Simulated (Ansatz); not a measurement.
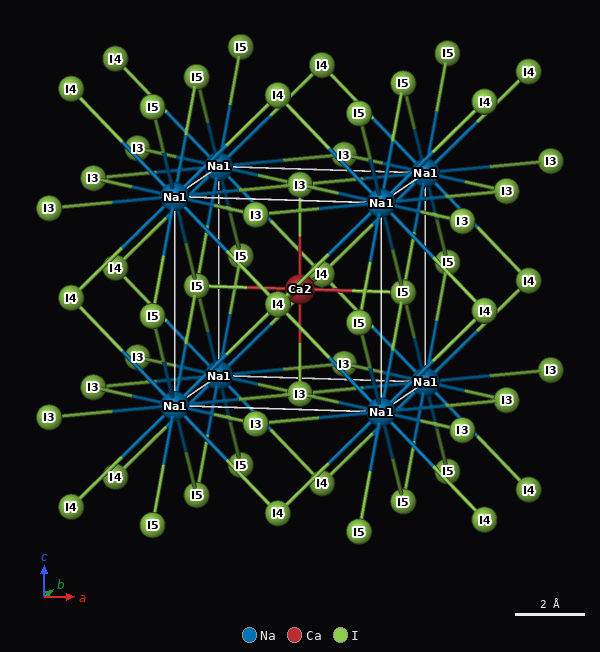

This is crystalline NaCaI$_{3}$ (built on the cubic perovskite type) at its r2SCAN-relaxed geometry. The picture is a ball-and-stick view of the cell of the calculation, seen slightly off an axis.

Theory: DFT, r2SCAN, plane waves, PAW in Ansatz. Settings: plane-wave cutoff 500 eV; k-point mesh 4 × 4 × 4; occupations fixed; no spin polarisation.

The variant: All lengths are scaled by −1.0 % (volume −3.0 %). The atoms were relaxed with r2SCAN under that strain, and this is a single point on that geometry.

### What is the effect?

The energy rises by 2.2 meV per atom. Pressure: 0.0 GPa before, 0.5 GPa after. All forces vanish by symmetry. Some distances before and after: I–Na 4.332 → 4.288 Å, Ca–I 3.063 → 3.032 Å. The space group stays Pm-3m (No. 221).
